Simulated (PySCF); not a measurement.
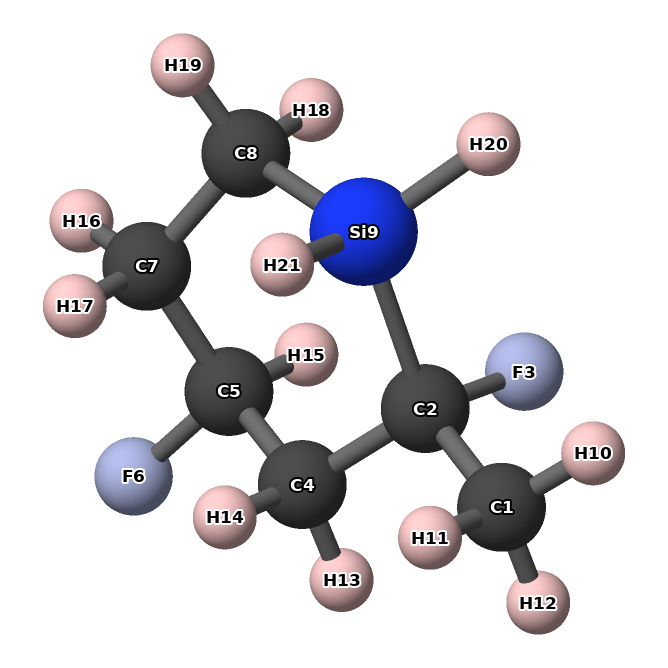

The thickness of each stick grows with its Mayer bond order. Computed geometry: GFN2-xTB optimisation. No frequency run is at hand to confirm it as a minimum. Level of theory: PBE0/pcSseg-1 (PySCF 2.14.0).

List the Mayer bond orders of C1–C2, C2–F3, C2–C4, C2–Si9, C4–C5, C5–F6, C5–C7, C7–C8, C8–Si9 (bonds between heavy atoms, one of each equivalent set).

```json
{"bond": "C1–C2", "Mayer order": "1.04", "length (Å)": "1.520"}
{"bond": "C2–F3", "Mayer order": "0.79", "length (Å)": "1.410"}
{"bond": "C2–C4", "Mayer order": "0.98", "length (Å)": "1.526"}
{"bond": "C2–Si9", "Mayer order": "0.81", "length (Å)": "1.926"}
{"bond": "C4–C5", "Mayer order": "1.01", "length (Å)": "1.526"}
{"bond": "C5–F6", "Mayer order": "0.85", "length (Å)": "1.389"}
{"bond": "C5–C7", "Mayer order": "1.01", "length (Å)": "1.525"}
{"bond": "C7–C8", "Mayer order": "1.03", "length (Å)": "1.527"}
{"bond": "C8–Si9", "Mayer order": "0.92", "length (Å)": "1.898"}
```

The geometry is semi-empirical. Around Si such bond lengths and angles can be off by a tenth of an ångström or more and by several degrees, and values that hang on the shape move with them.
